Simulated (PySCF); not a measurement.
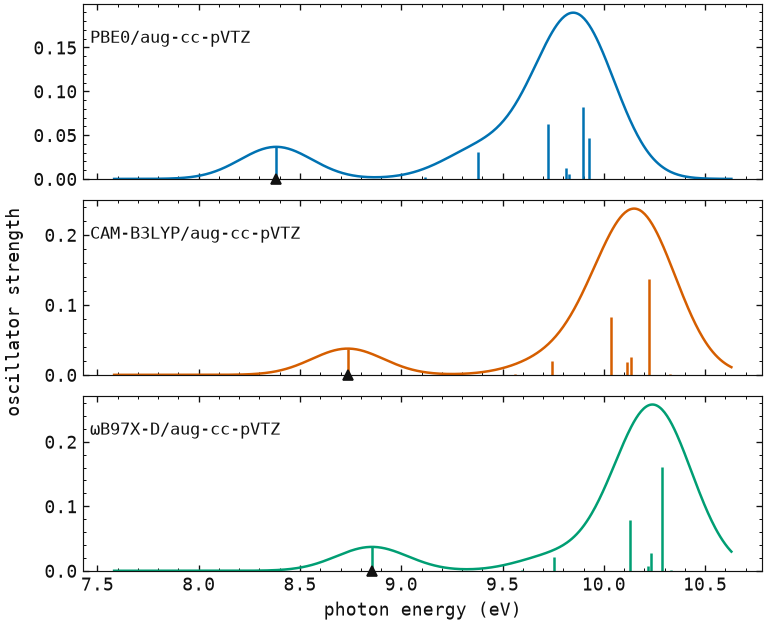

Vertical TDDFT spectra of C₃H₆F₂, SMILES CC(C)(F)F at one geometry and several levels (PySCF, at a PBE0-D3(BJ)/def2-TZVP geometry (no frequency check)); sticks with Gaussians of 1/e half-width 0.25 eV, the triangle marks S1, which has the same leading orbital pair at all these levels. Only the lowest states were computed, so the high end is incomplete. States within 0.01 eV of each other are merged, with their strengths summed. The highest state may be half of a pair whose partner wasn't computed.

Order the levels by their S1 energy.

From lowest to highest: PBE0/aug-cc-pVTZ 8.38 eV, CAM-B3LYP/aug-cc-pVTZ 8.74 eV, ωB97X-D/aug-cc-pVTZ 8.86 eV; a spread of 0.47 eV.

Caveats, for all or some of the runs: core orbitals are frozen in the response; states above the negative HOMO energy depend on the basis.
